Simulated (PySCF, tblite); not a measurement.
# CH10O3Si4: geometry, infrared bands and NMR shifts

Aim: predict the infrared bands and NMR shifts of CH10O3Si4 (`[SiH3]O[C@@H]1[SiH2]O[Si@H]1O[SiH3]`).

Programs: tblite 0.8.0 and PySCF 2.14.0, with density-fitted response routines of our own. Each step states its level of theory. These are calculated values for one molecule in the gas phase, unless marked as measured. Atoms count from 0, in the outputs and in this text.

**1. Starting geometry**

18 atoms, charge 0, multiplicity 1; geometry from: force field or distance geometry start.

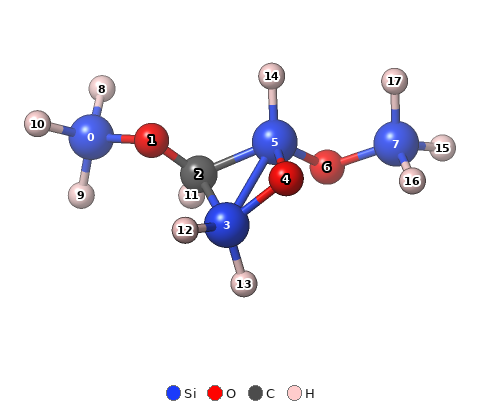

As it starts; silicon blue, oxygen red, carbon dark grey, hydrogen pink, atoms numbered; sticks join atoms by distance.

**2. Geometry optimisation with GFN2-xTB**

What the job is given:

```
{"job": {"kind": "relax", "xc": "GFN2-xTB", "basis": "xTB"}, "charge": 0, "multiplicity": 1}
Si    -3.206000     1.160600    -0.230900
O     -1.939000     0.208400     0.358400
C     -0.922900    -0.023700    -0.541800
Si    -0.474400    -1.822800    -0.537800
O      0.902200    -1.562300     0.460100
Si     0.801600     0.119200     0.101000
O      1.988000     0.506900    -1.094100
Si     3.522800     0.255300    -0.348300
H     -2.825000     2.583400    -0.068400
H     -3.493300     0.820200    -1.624100
H     -4.424200     0.843500     0.563000
H     -1.059800     0.427600    -1.539800
H     -1.471900    -2.681100     0.151000
H     -0.163900    -2.300500    -1.889500
H      0.840900     0.973400     1.301800
H      4.600400     0.870400    -1.114700
H      3.746400    -1.193400    -0.220500
H      3.569400     0.821100     0.998200
```

Launch:

```console
OMP_NUM_THREADS=1 python probes_run.py task.json out
```

The driver reads the jobs from task.json and runs them one after another.

**Question.** This job is followed by: GFN2-xTB harmonic vibrations, gas phase; GIAO PBE0/pcSseg-1 NMR shielding, non-relativistic, gas phase. Predict these results of the whole session: strongest single infrared mode (GFN2-xTB); zero-point energy (GFN2-xTB); 13C shifts against TMS (PBE0/pcSseg-1); 1H shifts against TMS (PBE0/pcSseg-1, means over atoms taken as alike); 29Si shifts against TMS (PBE0/pcSseg-1); 17O shifts against H2O (PBE0/pcSseg-1).

The runs gave:

| quantity | value |
| --- | --- |
| strongest single infrared mode (GFN2-xTB) | 1095 cm⁻¹, 722 km/mol |
| zero-point energy (GFN2-xTB) | 64.4 kcal/mol |
| 13C shifts against TMS (PBE0/pcSseg-1) | 80.9 ppm |
| 1H shifts against TMS (PBE0/pcSseg-1, means over atoms taken as alike) | 5.52, 5.47, 5.40, 5.21, 4.90, 4.84 ppm |
| 29Si shifts against TMS (PBE0/pcSseg-1) | -4.1, -19.5, -35.8, -41.2 ppm |
| 17O shifts against H2O (PBE0/pcSseg-1) | 99.7, 58.7, -13.6 ppm |

Relaxing lowered the energy by 1.401 eV in 196 steps; the close pair that moved most is Si3–Si5, from 2.410 to 2.566 Å. No mode is imaginary among the 48: a minimum at this level. The strongest single mode, at 1095 cm⁻¹, moves mainly O6. GFN2-xTB is a fitted tight-binding method: band positions and strengths are rough. Its intensities can rank the bands wrongly.
